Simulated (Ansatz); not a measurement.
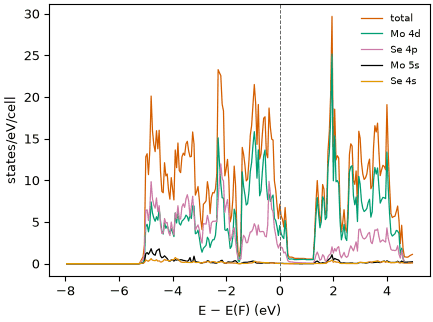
Fig. 1. Total and projected density of states of MoSe in space group P6_3/mcm (No. 193; Mo on 6g, Se on 6g), the program Ansatz at the PBE+D3(BJ) level (PAW)

Q: Which orbitals carry the states next to the Fermi level?

A: Within 0.5 eV of the Fermi level: Mo 4d 59 %, Se 4p 39 %. Projections are on Löwdin-orthogonalised atomic valence shells; empty p or d shells of many metals are not among them.

Q: Where is the tallest occupied peak in this window, and what makes it?

A: Near -2.3 eV, about 23 states/eV per cell; the largest projected share is Mo 4d.

The start of the workflow was typed in or built on a structure type; neither database checked (COD, Materials Project) lists it. Its standing as an ambient phase is unchecked. Symmetry was held in the PBE+D3(BJ) relaxation; its stability against distortions is not shown here. The workflow began spin-polarised and lost its moments. Scalar-relativistic: spin–orbit coupling is off unless named, which matters more the heavier the elements.

Potentials: the later of the program's two PAW sets.
